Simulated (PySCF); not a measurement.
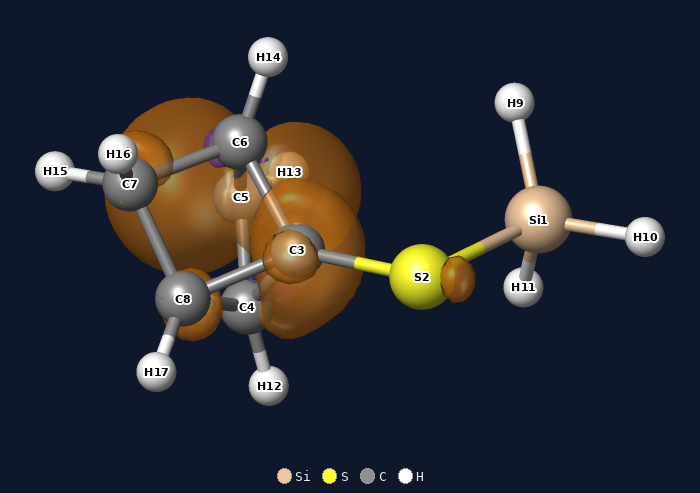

C6H9SSi (doublet). Isosurfaces of the spin density at +0.02 (orange) and −0.02 e/Å³ (purple), seen across its widest extent.

Geometry: GFN2-xTB.

The calculation used UKS B3LYP, pcH-1 on C H S Si, non-relativistic, mean-field spin-orbit, GIAO (PySCF 2.14.0, density-fitted response routines).

```yaml
atoms:
  - { symbol: Si, position_ang: [2.6946, 0.2198, 0.8630] }
  - { symbol: S, position_ang: [0.9901, 1.5097, 1.1204] }
  - { symbol: C, position_ang: [-0.2188, 0.5327, 0.2990] }
  - { symbol: C, position_ang: [-0.8563, -0.8211, 0.6936] }
  - { symbol: C, position_ang: [-0.4400, -1.3577, -0.5986] }
  - { symbol: C, position_ang: [-0.3945, 0.0269, -1.1777] }
  - { symbol: C, position_ang: [-1.8620, 0.4905, -1.1055] }
  - { symbol: C, position_ang: [-1.7018, 0.4151, 0.4019] }
  - { symbol: H, position_ang: [2.9010, 0.0243, -0.5665] }
  - { symbol: H, position_ang: [3.7547, 0.9766, 1.5018] }
  - { symbol: H, position_ang: [2.4004, -1.0452, 1.5247] }
  - { symbol: H, position_ang: [-0.8662, -1.3039, 1.6554] }
  - { symbol: H, position_ang: [0.2998, -2.1223, -0.7386] }
  - { symbol: H, position_ang: [0.2332, 0.2810, -2.0234] }
  - { symbol: H, position_ang: [-2.5965, -0.1721, -1.5630] }
  - { symbol: H, position_ang: [-2.0020, 1.5127, -1.4487] }
  - { symbol: H, position_ang: [-2.3428, 0.8453, 1.1525] }
```

> Which atoms carry the spin?

The unpaired spin (1 electron) lies mostly on C5 (about 0.7) and C3 (about 0.1), in electrons by Hirshfeld's partition.
